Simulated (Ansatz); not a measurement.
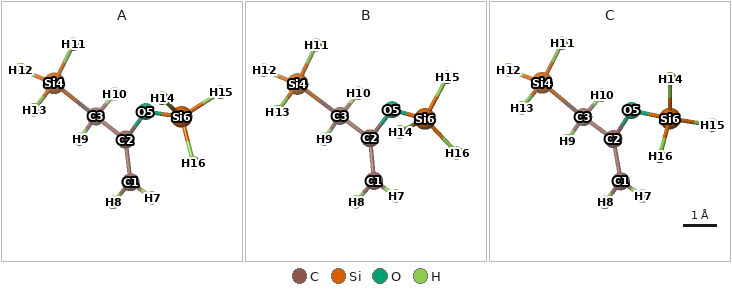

3 geometries from a converged minimum-energy path of C₃H₁₀OSi₂, shuffled. The picture is a ball-and-stick view, seen from a free direction.

The calculation used RKS PBE0-D4/def2-SVP (Ansatz). Set-up: 5 movable images; climbing image; force threshold 0.05 eV/Å; iteration limit 60; starting path by image-dependent pair potential.

> Which frame is the top of the path?

A. In order along the path, whose images run from 0 to 6: B (image 1, +0.021 eV), A (image 3, +0.094 eV), C (image 5, +0.019 eV). The motion is a rotation about the O5–Si6 bond by about 120°. No bond forms or breaks between the ends. Bond angles that change up to the highest image, for instance: C2–O5–Si6 126.9° → 134.1°, O5–Si6–H15 104.9° → 107.8°.

The run took 56 s on 2 threads of AMD EPYC 9R45 96-Core Processor (Zen 5), on a shared host, peak memory 0.44 GiB.
